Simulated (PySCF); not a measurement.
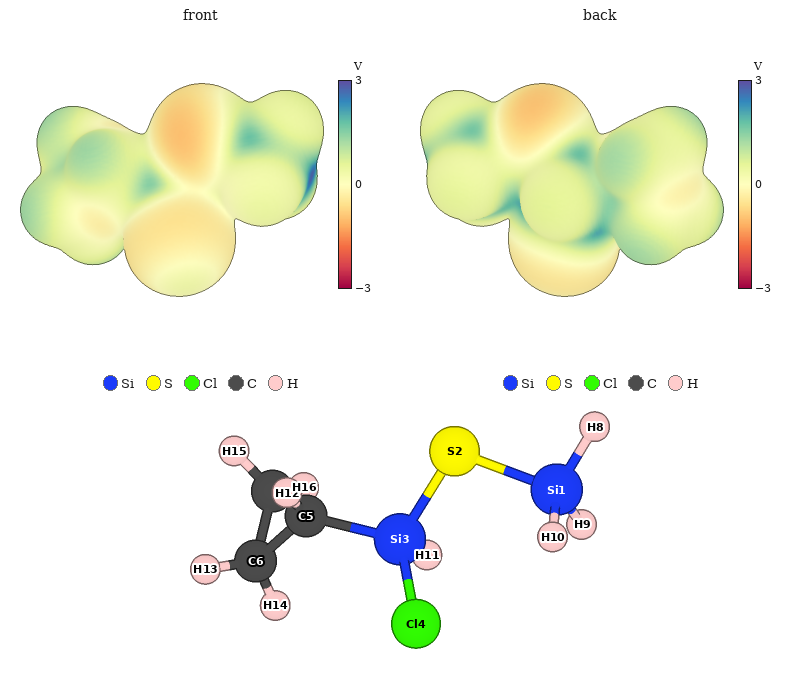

Figure 1: C₃H₉ClSSi₂. The molecular electrostatic potential painted on the density surface at 0.004 e/bohr³, seen from the front and from behind; red is negative and blue positive. The bare structure is drawn below in the same view.

Geometry: GFN2-xTB.

These are results of wB97X-D/def2-SVPD, SCF density, gas phase (PySCF 2.14.0), not measurements.

```
atom    x (Å)    y (Å)    z (Å)
  Si   3.6216   0.0419   0.1323
   S   1.7888   1.0306  -0.4107
  Si   0.2533  -0.3787   0.1143
  Cl   0.5501  -1.1289   1.9712
   C  -1.3729   0.5481   0.0448
   C  -2.6655  -0.2201   0.0868
   C  -2.2442   0.4457  -1.1772
   H   4.6271   0.9191  -0.4385
   H   3.6124  -1.2854  -0.4704
   H   3.6790  -0.0386   1.5841
   H   0.3186  -1.4984  -0.8176
   H  -1.3866   1.5119   0.5413
   H  -3.4896   0.2014   0.6424
   H  -2.6188  -1.2975   0.1394
   H  -2.7735   1.3305  -1.4960
   H  -1.9074  -0.1727  -1.9947
```

### Which sites attract a positive test charge, and which a negative one?

A positive charge is drawn to the negative regions and a negative charge to the positive ones. The most negative region (about −0.9 V) lies over S2, the most positive (about +2.3 V) over Si1. Cl4 shows a σ-hole: about +0.3 V at the tip opposite its bond, against about −0.3 V on its flanks.

### What dipole moment does the calculation give?

Its dipole moment is 0.97 D.
